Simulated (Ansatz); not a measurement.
# CH₈SeSi₂: basis-set convergence

Aim: see how fast density functionals converge with the basis set for CH₈SeSi₂.

Program: Ansatz 0.2.0, Gaussian basis. Level of theory: one geometry, several basis sets. These are calculated values, not measurements.

The runs, in order: PBE0-D4/def2-SVP; ωB97M-V/def2-SVP; PBE0-D4/def2-QZVPP; ωB97M-V/def2-QZVPP; the functionals' def2-TZVPP values are taken from earlier runs.

## Step 1: Structure used throughout

All runs share one geometry, relaxed beforehand with PBE0-D4 in a triple-zeta def2 set.

SMILES `[SiH3][SiH2]C[SeH]`, 12 atoms, charge 0, spin multiplicity 1.

Atoms are counted from 1 here; the program's logs count them from 0.

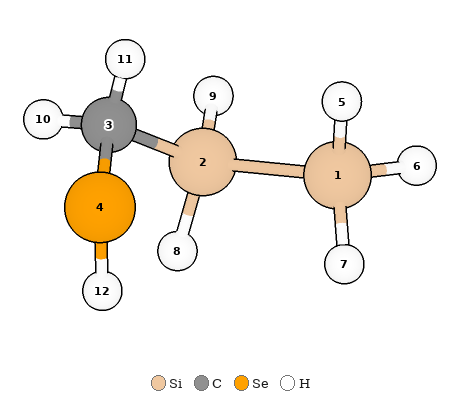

The structure; silicon light orange, carbon grey, selenium orange, hydrogen white; atoms are numbered from 1 in the order of the file.

## Step 2: PBE0-D4 in def2-SVP

Input file in.yaml:

```yaml
crystal:
  periodic: [false, false, false]
  atoms:
    - {symbol: Si, position_ang: [-1.118637, 1.409487, -0.608211]}
    - {symbol: Si, position_ang: [0.009539, 0.125774, 0.992649]}
    - {symbol: C, position_ang: [1.385898, -0.846743, 0.160530]}
    - {symbol: Se, position_ang: [0.662128, -1.899770, -1.321455]}
    - {symbol: H, position_ang: [-0.138984, 1.930135, -1.600782]}
    - {symbol: H, position_ang: [-1.779496, 2.570110, 0.051411]}
    - {symbol: H, position_ang: [-2.158002, 0.620428, -1.317282]}
    - {symbol: H, position_ang: [-0.926387, -0.841365, 1.633127]}
    - {symbol: H, position_ang: [0.572609, 0.992955, 2.069273]}
    - {symbol: H, position_ang: [1.936094, -1.495462, 0.842245]}
    - {symbol: H, position_ang: [2.096379, -0.162642, -0.308424]}
    - {symbol: H, position_ang: [-0.464241, -2.458205, -0.559084]}
basis:
  gaussian: {orbitals: def2-SVP}
hamiltonian: {xc: pbe0, dispersion: d4}
output: {orbitals: {seedname: orbitals}}
```

Command:

```sh
$ ansatz run in.yaml --threads 4 --pin off --events-out ev --progress --plain --max-ram 10444MiB
```

The log of the run:

```text
Functional definition: PBE0
  name "PBE0"
  cite "Adamo & Barone, J. Chem. Phys. 110, 6158 (1999) doi:10.1063/1.478522"
  cite "Perdew, Burke & Ernzerhof, Phys. Rev. Lett. 77, 3865 (1996) doi:10.1103/PhysRevLett.77.3865"
  parent pbe
  parameter a = 0.25
  parameter kappa = 0.804
  parameter beta = 0.06672455060314922
  exchange = (1 - a)*pbe_x(kappa = kappa, mu = beta*pi^2/3) + a*exact_x
  correlation = pbe_c(beta = beta)
1201 factors; integrals over basis functions are off by at most 1.2e-3 eV
mean field evaluation 1: about -82239.3058 eV, gradient 3.6e1 eV
mean field evaluation 2: about -82236.6633 eV, gradient 4.6e1 eV
mean field evaluation 4: about -82242.4051 eV, gradient 9.6e-1 eV
mean field evaluation 8: about -82242.4943 eV, gradient 7.0e-2 eV
mean field evaluation 16: about -82242.4943 eV, gradient 3.9e-5 eV
mean field -82242.49431563 eV, -3022.3559201345 hartree, gradient 3.9e-5 eV, S^2 0.000000; 0 other end points of the search recorded, 0 dependent functions left out
reference -82242.49434469 eV, -3022.3559212024 hartree; 38, 38 occupied and 84, 84 virtual orbitals, 1201 factors
Total energy: -82242.76891567 eV, -3022.3660114999 hartree
```

It took 0.6 s on 4 threads of AMD EPYC 9R45, shared host; peak memory 0.3 GiB.

## Step 3: ωB97M-V in def2-SVP

in.yaml, as its differences from that of step 2:

```diff
@@ -17,3 +17,3 @@
   gaussian: {orbitals: def2-SVP}
-hamiltonian: {xc: pbe0, dispersion: d4}
+hamiltonian: {xc: {name: wB97M-V}}
 output: {orbitals: {seedname: orbitals}}
```

Same command.

The log of the run (excerpt; [...] marks lines left out):

```text
Functional definition: wB97M-V
  name "wB97M-V"
  cite "Mardirossian & Head-Gordon, J. Chem. Phys. 144, 214110 (2016) doi:10.1063/1.4952647"
  cite "Becke, J. Chem. Phys. 107, 8554 (1997) doi:10.1063/1.475007"
  cite "Vydrov & Van Voorhis, J. Chem. Phys. 133, 244103 (2010) doi:10.1063/1.3521275"
  # Of w^i u^j: cxij and so on, Table III.
[...]
  gx(w, u) = 1 - cx + cx01*u + cx10*w
  gss(w, u) = css00 + css04*u^4 + css10*w + css20*w^2 + css43*w^4*u^3
  gos(w, u) = cos00 + cos10*w + (cos20 + cos21*u)*w^2 + (cos60 + cos61*u)*w^6
[...]
      + integral(e_c_pw_mod_opposite_spin*gos(b97_w_opposite, b97_u_opposite)) + vv10(b, c)
1201 factors; integrals over basis functions are off by at most 1.2e-3 eV
385 factors; integrals over basis functions are off by at most 5.0e-6 eV
[...]
mean field -82252.21727814 eV, -3022.7132324165 hartree, gradient 1.9e-5 eV, S^2 0.000000; 0 other end points of the search recorded, 0 dependent functions left out
reference -82252.21732537 eV, -3022.7132341519 hartree; 38, 38 occupied and 84, 84 virtual orbitals, 1201 factors
Total energy: -82252.21732537 eV, -3022.7132341519 hartree
```

It took 1.9 s on 4 threads of AMD EPYC 9R45, shared host; peak memory 0.45 GiB.

## Step 4: PBE0-D4 in def2-QZVPP

in.yaml, as its differences from that of step 3:

```diff
@@ -16,4 +16,4 @@
 basis:
-  gaussian: {orbitals: def2-SVP}
-hamiltonian: {xc: {name: wB97M-V}}
+  gaussian: {orbitals: "def2-QZVPP.json"}
+hamiltonian: {xc: pbe0, dispersion: d4}
 output: {orbitals: {seedname: orbitals}}
```

The command is unchanged.

The log of the run:

```text
Functional definition: PBE0
  name "PBE0"
  cite "Adamo & Barone, J. Chem. Phys. 110, 6158 (1999) doi:10.1063/1.478522"
  cite "Perdew, Burke & Ernzerhof, Phys. Rev. Lett. 77, 3865 (1996) doi:10.1103/PhysRevLett.77.3865"
  parent pbe
  parameter a = 0.25
  parameter kappa = 0.804
  parameter beta = 0.06672455060314922
  exchange = (1 - a)*pbe_x(kappa = kappa, mu = beta*pi^2/3) + a*exact_x
  correlation = pbe_c(beta = beta)
1999 factors; their error is unknown
mean field evaluation 1: about -82253.5942 eV, gradient 4.9e1 eV
mean field evaluation 2: about -82247.7686 eV, gradient 6.5e1 eV
mean field evaluation 4: about -82259.0116 eV, gradient 2.3e0 eV
mean field evaluation 8: about -82259.0200 eV, gradient 1.1e-1 eV
mean field evaluation 16: about -82259.2300 eV, gradient 1.9e-4 eV
mean field -82259.22997335 eV, -3022.9709442120 hartree, gradient 1.9e-5 eV, S^2 0.000000; 0 other end points of the search recorded, 0 dependent functions left out
reference -82259.23002031 eV, -3022.9709459377 hartree; 38, 38 occupied and 488, 488 virtual orbitals, 1999 factors
Total energy: -82259.50459129 eV, -3022.9810362351 hartree
```

Wall time 4.6 s (4 threads of AMD EPYC 9R45, shared host); peak memory 2.6 GiB.

## Step 5: ωB97M-V in def2-QZVPP

in.yaml, as its differences from that of step 4:

```diff
@@ -17,3 +17,3 @@
   gaussian: {orbitals: "def2-QZVPP.json"}
-hamiltonian: {xc: pbe0, dispersion: d4}
+hamiltonian: {xc: {name: wB97M-V}}
 output: {orbitals: {seedname: orbitals}}
```

Same command.

The log of the run (excerpt; [...] marks lines left out):

```text
Functional definition: wB97M-V
  name "wB97M-V"
  cite "Mardirossian & Head-Gordon, J. Chem. Phys. 144, 214110 (2016) doi:10.1063/1.4952647"
  cite "Becke, J. Chem. Phys. 107, 8554 (1997) doi:10.1063/1.475007"
  cite "Vydrov & Van Voorhis, J. Chem. Phys. 133, 244103 (2010) doi:10.1063/1.3521275"
  # Of w^i u^j: cxij and so on, Table III.
[...]
  gx(w, u) = 1 - cx + cx01*u + cx10*w
  gss(w, u) = css00 + css04*u^4 + css10*w + css20*w^2 + css43*w^4*u^3
  gos(w, u) = cos00 + cos10*w + (cos20 + cos21*u)*w^2 + (cos60 + cos61*u)*w^6
[...]
      + integral(e_c_pw_mod_opposite_spin*gos(b97_w_opposite, b97_u_opposite)) + vv10(b, c)
1934 factors; their error is unknown
451 factors; integrals over basis functions are off by at most 1.0e-5 eV
[...]
mean field -82269.00213997 eV, -3023.3300647114 hartree, gradient 6.2e-5 eV, S^2 0.000000; 0 other end points of the search recorded, 0 dependent functions left out
reference -82269.00221387 eV, -3023.3300674272 hartree; 38, 38 occupied and 488, 488 virtual orbitals, 1934 factors
Total energy: -82269.00221387 eV, -3023.3300674272 hartree
```

It took 9 s on 4 threads of AMD EPYC 9R45, shared host; peak memory 3 GiB.

## Step 6: Functionals by basis

The def2-TZVPP values come from earlier runs at the same geometry.

```csv
functional,basis,functions,energy (eV),from the largest (eV),HOMO (eV),LUMO (eV)
PBE0-D4,def2-SVP,122,-82242.7689,16.736,-6.60,-0.15
PBE0-D4,def2-TZVPP,275,-82257.5310,1.974,-6.69,-0.44
PBE0-D4,def2-QZVPP,526,-82259.5046,0.000,-6.71,-0.53
ωB97M-V,def2-SVP,122,-82252.2173,16.785,-8.76,1.77
ωB97M-V,def2-TZVPP,275,-82267.1024,1.900,-8.88,1.30
ωB97M-V,def2-QZVPP,526,-82269.0022,0.000,-8.90,1.04
```

## Step 7: Outcome

| quantity | value |
| --- | --- |
| PBE0-D4: double and triple zeta above quadruple | 16.74, 1.97 eV |
| ωB97M-V: double and triple zeta above quadruple | 16.78, 1.90 eV |

What this shows: PBE0-D4 gains 14.76 eV from double to triple zeta, then 1.97 eV more. These are total energies; as a rule much of such shifts cancels in differences, which this series doesn't test. The LUMO of ωB97M-V is positive and keeps falling with the basis (1.77 to 1.04 eV): an unbound level that the basis holds in place.

For PBE0-D4 the largest set took about 8 times as long as the smallest (4.6 s against 0.6 s).
